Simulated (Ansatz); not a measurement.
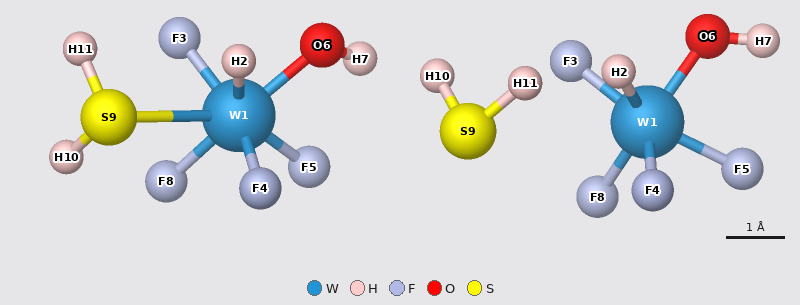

Two geometries of WH$_{4}$SOF$_{4}$, drawn at one scale. One is the start of a relaxation, the other its converged end. Style: ball-and-stick. Shown at a tilt.

Computed with RKS BHLYP/def2-SVP (Ansatz). (no spin polarisation; force threshold 0.03 eV/Å; at most 50 steps)

Which one is relaxed?

The left one is the relaxed one. The run prepares an end point of a later path (reaction) calculation, from a guessed geometry. The atom that moves furthest after the best rigid fit is H10 (1.51 Å). By element the largest moves are H 1.51 Å, F 0.78 Å, S 0.75 Å, O 0.60 Å, W 0.29 Å. Among the contacts that change: W1–S9 3.619 → 2.755 Å, W1–F8 1.852 → 1.903 Å, W1–O6 1.862 → 1.898 Å, S9–H11 1.375 → 1.342 Å. New bonds form, among them: W1–S9 (3.62 → 2.75 Å). Among the angles between lasting bonds that change: F3–W1–F5 143.4° → 117.6°, F4–W1–O6 129.8° → 108.2°, F3–W1–F4 134.7° → 153.8°. Groups turn about W1–O6 by about 40°. Over 33 accepted moves (38 points after the start) the energy falls by 6.69 kcal/mol. Largest force component: 0.78 eV/Å at the start, 0.028 eV/Å at the end. The line search rejected the trial steps at points 5, 19, 24, 34, 37 of the run. The forces were under the threshold at step 25, but the run went on from there. Cost: 2.4 min on 4 threads of Arm Neoverse V1, on a shared host, peak memory 0.43 GiB.
